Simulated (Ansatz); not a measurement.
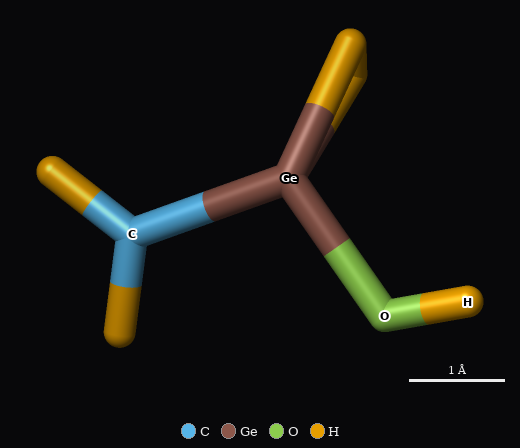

Fig. 1: The input geometry (stick view, seen at a tilt). Sticks mark near contacts. Bond lengths as drawn: C–Ge 1.91 Å, C–H 1.08 Å, Ge–H 1.55 to 1.66 Å, Ge–O 1.78 Å, H–H 0.43 Å and H–O 0.96 Å.

Single-point calculation, with input and output: CH$_{5}$GeO

The run: single-point calculation of CH$_{5}$GeO, multiplicity 2. Method and program: UKS B2GP-PLYP/def2-SVP (Ansatz 0.2.0).

Some settings of this run were made unusual or wrong on purpose. The geometry comes from this level: PBE0-D4/def2-TZVP.

**Input**
```yaml
crystal:
  periodic: [false, false, false]
  atoms:
    - {symbol: C, position_ang: [-1.059320, 0.554327, -0.812359]}
    - {symbol: Ge, position_ang: [0.564355, 0.058264, 0.058304]}
    - {symbol: O, position_ang: [0.067669, -1.222834, 1.196746]}
    - {symbol: H, position_ang: [-1.102398, 1.313067, -1.585213]}
    - {symbol: H, position_ang: [-1.994787, 0.075673, -0.545291]}
    - {symbol: H, position_ang: [1.918112, -0.200436, -0.875521]}
    - {symbol: H, position_ang: [1.618112, -0.500436, -0.925521]}
    - {symbol: H, position_ang: [0.798127, -1.564747, 1.715637]}
basis:
  gaussian: {orbitals: def2-SVP, fitting: {mean_field: def2-universal-jkfit}}
magnetization: {spin_polarized: true, initial_magnetization: 1}
hamiltonian: {xc: {name: B2GP-PLYP}}
accuracy: high
```

Run on 4 threads of Arm Neoverse V1, 23 GiB of memory available, shared host.

Run as:
```bash
ansatz run in.yaml --threads 4 --pin off --events-out ev --progress --plain --max-ram 10444MiB
```

**What the program printed**
```
Functional definition: B2GP-PLYP
  name "B2GP-PLYP"
  cite "Karton, Tarnopolsky, Lamère, Schatz & Martin, J. Phys. Chem. A 112, 12868 (2008) doi:10.1021/jp801805p"
  cite "Becke, Phys. Rev. A 38, 3098 (1988) doi:10.1103/PhysRevA.38.3098"
  cite "Lee, Yang & Parr, Phys. Rev. B 37, 785 (1988) doi:10.1103/PhysRevB.37.785"
  parameter a = 0.65
  parameter c = 0.36
  exchange = (1 - a)*b88_x + a*exact_x
  correlation = (1 - c)*lyp_c + c*(mp2_os + mp2_ss)
508 factors; integrals over basis functions are off by at most 2.4e-1 eV
mean field evaluation 1: about -59632.1212 eV, gradient 3.9e1 eV
mean field evaluation 2: about -59632.1207 eV, gradient 3.9e1 eV
mean field evaluation 4: about -59639.5958 eV, gradient 3.5e0 eV
mean field evaluation 8: about -59639.9892 eV, gradient 7.7e-1 eV
mean field evaluation 16: about -59640.0492 eV, gradient 7.5e-3 eV
mean field evaluation 32: about -59640.0492 eV, gradient 1.2e-7 eV
mean field -59640.04918486 eV, -2191.7313820662 hartree, gradient 3.6e-8 eV, S^2 0.785626; 3 other end points of the search recorded, 0 dependent functions left out
11 core orbitals not correlated: weight in the atoms' cores, before any rotation towards them, 1.000 or more for the frozen orbitals, at most 0.000 for the correlated occupied ones
reference -59640.04920236 eV, -2191.7313827093 hartree; 15, 14 occupied and 59, 60 virtual orbitals, 508 factors
second order -17.25256419 eV of doubles, -0.00000000 eV of singles
Total energy: -59646.26012547 eV, -2191.9596299236 hartree
```

**What the run reported**

```json
{"quantity": "outcome", "value": "converged"}
{"quantity": "total energy", "value": "−59646.2601 eV"}
{"quantity": "mean-field energy", "value": "−59640.0492 eV"}
{"quantity": "⟨S²⟩", "value": "0.786"}
{"quantity": "SCF solution under orbital rotations", "value": "stable"}
{"quantity": "wall time", "value": "3.6 s (CPU time 14 s)"}
{"quantity": "peak memory", "value": "0.36 GiB"}
```

**Diagnosis**

A setting was made wrong on purpose: two atoms are placed far too close. The program still converged, but the numbers can't be taken as results for the intended system.
